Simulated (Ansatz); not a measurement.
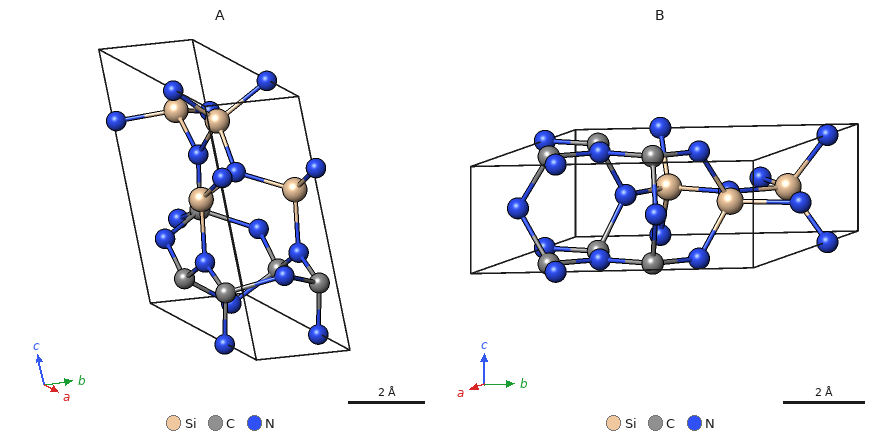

Two structures of Si3C3N8, each relaxed to rest (conventional cells in solid outline, small ones repeated, not to one scale). Method: DFT, PBE, plane waves, PAW in Ansatz 0.2.0, without spin polarisation.

### What structure does each panel show?

A: 14 atoms a cell on a primitive monoclinic lattice, Pm. B: 14 atoms a cell on a primitive hexagonal lattice, P-6.

### Which polymorph is favoured?

B is lower, by 116 meV/atom at this level of theory (energies at zero smearing). Volumes: A 8.5, B 8.3 Å³/atom.

One or both may be structure types tried for this composition rather than known phases.
